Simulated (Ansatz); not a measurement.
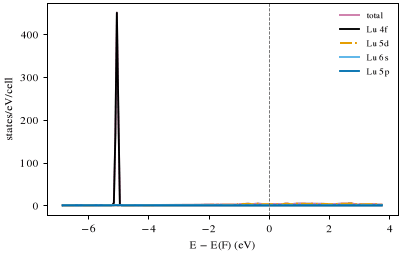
Figure: Total and projected density of states of Lu (9R (Sm type), space group No. 166), the program Ansatz at the r²SCAN level (PAW)

Q: Which orbitals carry the states next to the Fermi level?

A: Within 0.5 eV of the Fermi level: Lu 5d 88 %, outside the projected shells 7 %. Projections are on Löwdin-orthogonalised atomic valence shells; empty p or d shells of many metals are not among them.

Q: Where is the tallest occupied peak in this window, and what makes it?

A: Near -5.0 eV, about 450 states/eV per cell; the largest projected share is Lu 4f.

Space group R-3m (9R (Sm type)). The first step of the workflow began from a Materials Project structure, measured or hypothetical; the Crystallography Open Database copy checked does not list it. It is not the phase usual at ambient conditions (space group No. 194). Symmetry was held in the r²SCAN relaxation; whether a distortion lowers the energy is not shown. Magnetic state: ferromagnetic, the only order run, not a proven ground state. Other orbital occupations within this spin state were not tried. Spin–orbit coupling is left out wherever it is not named.

Potentials: the later of the program's two PAW sets.
